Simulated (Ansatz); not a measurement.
Input file:

```
crystal:
  periodic: [false, false, false]
  atoms:
    - { symbol: W, position_ang: [-0.060121, 0.21867, 0.382647] }
    - { symbol: F, position_ang: [0.741118, 0.308969, 2.042608] }
    - { symbol: H, position_ang: [1.341482, -0.722316, 0.266068] }
    - { symbol: H, position_ang: [-0.120969, 1.706581, -0.451736] }
    - { symbol: H, position_ang: [-1.525008, -0.652517, 0.404377] }
    - { symbol: H, position_ang: [-0.164605, -1.141254, -0.595608] }
    - { symbol: H, position_ang: [0.727703, 0.281866, -1.108855] }
basis:
  gaussian: { orbitals: def2-SVP }
hamiltonian:
  xc: lda
relax:
  f_tol: 0.03
  max_steps: 50
output:
  orbitals: {}
```

Run with:

```sh
ansatz run input.yaml --threads 1 --pin off --max-ram 2048MiB --backend cpu --events-out ev --progress --plain --runs-dir out
```

The fields are those of the run's last geometry, not of the input's.

Core potentials replace the inner electrons of W.

These are results of RKS LDA/def2-SVP (Ansatz 0.2.0), not measurements.

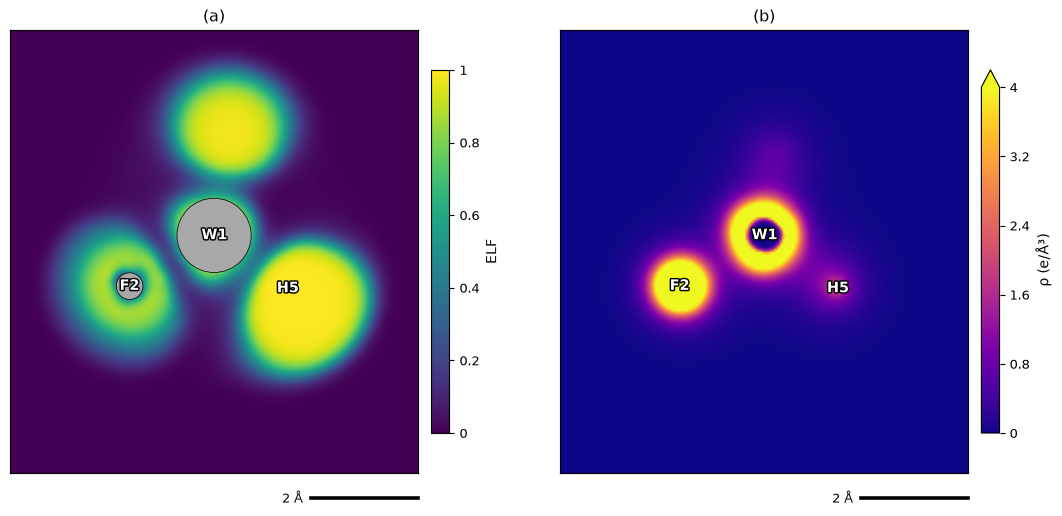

FH₅W. (a) electron localisation function; (b) electron density on the plane of atoms F2, W1 and H5. Grey discs cover the atomic cores in the ELF map.

> Read the bonding off the picture.

Atoms in the plane: W, F and H.
W–F (1.85 Å): ρ at the midpoint is about 1.1 e/Å³; the ELF peaks at about 0.80 in the valence shell of F, 0.5 Å from its nucleus, and drops to about 0.20 between the two atoms.
